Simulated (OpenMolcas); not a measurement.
**SiS: excited-state calculation (part 4 of 4)**

Continued. System: SiS (silylene, thioxo-), SMILES [Si-]#[S+]. Method: NEVPT2/ANO-R1, sfX2C (OpenMolcas 26.06). 

Geometry of the input (Å):
```
Si 0.0000  0.0000  0.0000
S  0.0000  0.0000  1.9293
```

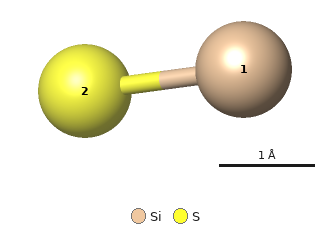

**Figure 1.** The structure as given in the input (ball-and-stick view, seen at a tilt; atoms are numbered from 1 in the order of the input).

## Output, continued
```
--------------------------------------------------------------------------------------------------------------
 Report on small energy denominators, large coefficients, and large energy contributions.
CASE  SYMM ACTIVE-MIX  NON-ACTIVE INDICES          DENOMINATOR     RHS VALUE       COEFFICIENT     CONTRIBUTION
VJTU     1  Mu1.0001  In1.012                       0.24926511      0.00000010     -0.00000042     -0.00000000
VJTU     1  Mu1.0002  In1.012                       0.41880632     -0.01435705      0.03428088     -0.00049217
VJTU     1  Mu1.0001  In1.013                       0.12738739      0.00475293     -0.03731083     -0.00017734
VJTU     1  Mu1.0002  In1.013                       0.29692860      0.00000039     -0.00000131     -0.00000000
VJTU     1  Mu1.0001  In1.014                       0.11369211     -0.00000004      0.00000031     -0.00000000
VJTU     1  Mu1.0002  In1.014                       0.28323332      0.00000355     -0.00001254     -0.00000000
VJTIP    1  Mu1.0001  In1.011 In1.011               2.01596792      0.05395695     -0.02676479     -0.00144415
VJTIP    1  Mu1.0001  In1.012 In1.012               1.18439695      0.10095559     -0.08523797     -0.00860525
ATVX     1  Mu1.0001  Se1.017                       0.06046109     -0.00000052      0.00000857     -0.00000000
ATVX     1  Mu1.0002  Se1.017                       0.24697982     -0.00000004      0.00000015     -0.00000000
ATVX     1  Mu1.0001  Se1.018                       0.14673792      0.00071426     -0.00486761     -0.00000348
ATVX     1  Mu1.0001  Se1.019                       0.27966084      0.00925371     -0.03308906     -0.00030620
ATVX     1  Mu1.0001  Se1.024                       0.43161554     -0.03628880      0.08407666     -0.00305104
AIVX     1  Mu1.0001  In1.012 Se1.017               0.23982850      0.00000059     -0.00000245     -0.00000000
AIVX     1  Mu1.0001  In1.013 Se1.017               0.11795077      0.00000001     -0.00000004     -0.00000000
AIVX     1  Mu1.0002  In1.013 Se1.017               0.23998564      0.00000130     -0.00000542     -0.00000000
AIVX     1  Mu1.0003  In1.013 Se1.017               0.29669226     -0.00000032      0.00000108     -0.00000000
AIVX     1  Mu1.0001  In1.014 Se1.017               0.10425550      0.00251315     -0.02410564     -0.00006058
AIVX     1  Mu1.0002  In1.014 Se1.017               0.22629037      0.00000011     -0.00000048     -0.00000000
AIVX     1  Mu1.0003  In1.014 Se1.017               0.28299698     -0.00000030      0.00000107     -0.00000000
AIVX     1  Mu1.0004  In1.014 Se1.017               0.46480275      0.01577916     -0.03394808     -0.00053567
AIVX     1  Mu1.0001  In1.013 Se1.018               0.20422760     -0.00000001      0.00000006     -0.00000000
AIVX     1  Mu1.0001  In1.014 Se1.018               0.19053232     -0.00000025      0.00000131     -0.00000000
AIVX     1  Mu1.0002  In1.012 Se1.021               0.71484690      0.09115578     -0.12751791     -0.01162399
AIVX     1  Mu1.0003  In1.012 Se1.021               0.77155352      0.02380037     -0.03084733     -0.00073418
AIVX     1  Mu1.0002  In1.012 Se1.026               0.94932131      0.05312433     -0.05596033     -0.00297286
AIVX     1  Mu1.0004  In1.013 Se1.026               1.06595597     -0.03245077      0.03044288     -0.00098790
AIVX     1  Mu1.0002  In1.011 Se1.031               1.64005482      0.04172888     -0.02544359     -0.00106173
VJAIP    1  Mu1.0002  Se1.021 In1.013 In1.011       1.66607337      0.05437194     -0.03263478     -0.00177442
VJAIP    1  Mu1.0002  Se1.020 In1.014 In1.011       1.65075693      0.05373583     -0.03255224     -0.00174922
VJAIP    1  Mu1.0002  Se1.017 In1.014 In1.012       0.88360908      0.05726335     -0.06480620     -0.00371102
VJAIM    1  Mu1.0002  Se1.019 In1.012 In1.011       1.65416731      0.04831136     -0.02920585     -0.00141097
VJAIM    1  Mu1.0002  Se1.026 In1.013 In1.012       1.48476229     -0.03903325      0.02628923     -0.00102615
VJAIM    1  Mu1.0002  Se1.017 In1.014 In1.012       0.88360908      0.07256028     -0.08211808     -0.00595851
VJAIM    1  Mu1.0002  Se1.025 In1.014 In1.012       1.46493205      0.04252161     -0.02902633     -0.00123425
BVATP    1  Mu1.0001  Se1.021 Se1.021               1.52973351      0.04975970     -0.03252835     -0.00161860
BVATP    1  Mu1.0001  Se1.023 Se1.023               1.56309862      0.04142518     -0.02650196     -0.00109785
BVATP    1  Mu1.0001  Se1.024 Se1.024               1.56607533      0.04918299     -0.03140525     -0.00154460
BJATP    1  Mu1.0002  In1.012 Se1.023 Se1.017       1.21702167     -0.04604425      0.03783355     -0.00174202
BJATP    1  Mu1.0002  In1.012 Se1.029 Se1.017       1.47074870     -0.03747121      0.02547765     -0.00095468
BJATP    1  Mu1.0002  In1.012 Se1.031 Se1.019       1.92896129     -0.04837856      0.02508011     -0.00121334
BJATM    1  Mu1.0002  In1.014 Se1.021 Se1.017       1.06476611     -0.04114254      0.03863998     -0.00158975
BJATM    1  Mu1.0002  In1.014 Se1.029 Se1.028       1.95859873     -0.05431000      0.02772901     -0.00150596
BJAIP    1  Se1.017 In1.012 Se1.017 In1.012         1.20075150      0.04844832     -0.04034833     -0.00195481
BJAIP    1  Se1.019 In1.012 Se1.019 In1.012         1.63915100      0.04601664     -0.02807346     -0.00129185
BJAIP    1  Se1.021 In1.013 Se1.021 In1.013         1.66296313      0.04294291     -0.02582313     -0.00110892
BJAIP    1  Se1.017 In1.014 Se1.017 In1.014         0.92960551      0.05145673     -0.05535330     -0.00284830
BJAIP    1  Se1.020 In1.014 Se1.020 In1.014         1.63233024      0.04324372     -0.02649202     -0.00114561
BJAIP    1  Se1.025 In1.014 Se1.025 In1.014         2.09225145      0.05442209     -0.02601126     -0.00141559
BJAIM    1  Se1.019 In1.012 Se1.020 In1.013         1.65105707      0.04639075     -0.02809760     -0.00130347
BJAIM    1  Se1.017 In1.012 Se1.018 In1.014         1.28437825      0.03575543     -0.02783871     -0.00099538
BJAIM    1  Se1.019 In1.012 Se1.019 In1.014         1.63574062      0.04755203     -0.02907064     -0.00138237
BJAIM    1  Se1.020 In1.013 Se1.020 In1.014         1.64764668     -0.04465398      0.02710167     -0.00121020
BJAIM    1  Se1.023 In1.013 Se1.023 In1.014         1.68412132     -0.04901573      0.02910463     -0.00142658
BJAIM    1  Se1.025 In1.013 Se1.025 In1.014         2.11208170      0.05776144     -0.02734811     -0.00157967
BJAIM    1  Se1.028 In1.013 Se1.028 In1.014         2.19011693      0.09695006     -0.04426707     -0.00429170
--

   (Skipping property calculation,
    use PROP keyword to activate)
--

  Total PC-NEVPT2 energies:
::    PC-NEVPT2 Root  1     Total energy:   -688.41673254
::    PC-NEVPT2 Root  2     Total energy:   -688.24143475
::    PC-NEVPT2 Root  3     Total energy:   -688.06229492

++ Multi-State NEVPT2 section:
********************************************************************************
  MULTI-STATE NEVPT2 SECTION
--------------------------------------------------------------------------------

  Output diagonal energies have been shifted. Add    688.00000000000000

  Effective Hamiltonian matrix (Symmetric):

                1               2               3
   1     -1376.41673254
   2         0.00000014  -1376.24143475
   3        -0.00069584      0.00000037  -1376.06229492

       Total QD-PC-NEVPT2 energies:
::    QD-PC-NEVPT2 Root  1     Total energy:   -688.41673391
::    QD-PC-NEVPT2 Root  2     Total energy:   -688.24143475
::    QD-PC-NEVPT2 Root  3     Total energy:   -688.06229355

       Eigenvectors:
            0.99999807      0.00000083     -0.00196320
           -0.00000083      1.00000000      0.00000206
            0.00196320     -0.00000206      0.99999807

--

  Effective Hamiltonian matrix (Symmetric):

                1               2               3
   1     -1376.41671195
   2         0.00000023  -1376.24132447
   3        -0.00041700      0.00000050  -1376.06223641

       Total QD-SC-NEVPT2 energies:
::    QD-SC-NEVPT2 Root  1     Total energy:   -688.41671244
::    QD-SC-NEVPT2 Root  2     Total energy:   -688.24132447
::    QD-SC-NEVPT2 Root  3     Total energy:   -688.06223592

       Eigenvectors:
            0.99999931      0.00000134     -0.00117638
           -0.00000133      1.00000000      0.00000281
            0.00117638     -0.00000281      0.99999931

--

  THE ORIGINAL CI ARRAYS ARE NOW MIXED AS LINEAR
  COMBINATIONS, GIVEN BY THE EIGENVECTORS.
  A NEW JOBIPH FILE NAMED 'JOBMIX' IS PREPARED.
********************************************************************************

++ Mixed CI coefficients:
  The CI coefficients for the MIXED state nr.   1
--------------------------------------------------------------------------------
 CI COEFFICIENTS LARGER THAN  5.00E-02
  Occupation of active orbitals, and spin coupling
  of open shells. (u,d: Spin up or down).
  SGUGA info is (Midvert:IsyUp:UpperWalk/LowerWalk)
        Conf  SGUGA info        Occupation    Coefficient         Weight
           1  ( 1:1:   1/   1)   20              0.595689       0.354845
           2  ( 2:1:   1/   1)   ud              0.734783       0.539907
           3  ( 3:1:   1/   1)   02              0.324419       0.105248

  The CI coefficients for the MIXED state nr.   2
--------------------------------------------------------------------------------
 CI COEFFICIENTS LARGER THAN  5.00E-02
  Occupation of active orbitals, and spin coupling
  of open shells. (u,d: Spin up or down).
  SGUGA info is (Midvert:IsyUp:UpperWalk/LowerWalk)
        Conf  SGUGA info        Occupation    Coefficient         Weight
           1  ( 1:1:   1/   1)   20             -0.684178       0.468100
           2  ( 2:1:   1/   1)   ud              0.252587       0.063800
           3  ( 3:1:   1/   1)   02              0.684179       0.468100

  The CI coefficients for the MIXED state nr.   3
--------------------------------------------------------------------------------
 CI COEFFICIENTS LARGER THAN  5.00E-02
  Occupation of active orbitals, and spin coupling
  of open shells. (u,d: Spin up or down).
  SGUGA info is (Midvert:IsyUp:UpperWalk/LowerWalk)
        Conf  SGUGA info        Occupation    Coefficient         Weight
           1  ( 1:1:   1/   1)   20              0.420779       0.177055
           2  ( 2:1:   1/   1)   ud             -0.629518       0.396293
           3  ( 3:1:   1/   1)   02              0.653186       0.426652

--

--- Stop Module: caspt2 /rc=_RC_ALL_IS_WELL_ ---

.##################.
.# Happy landing! #.
.##################.

    Timing: Wall=9.39 User=8.36 System=0.99
```
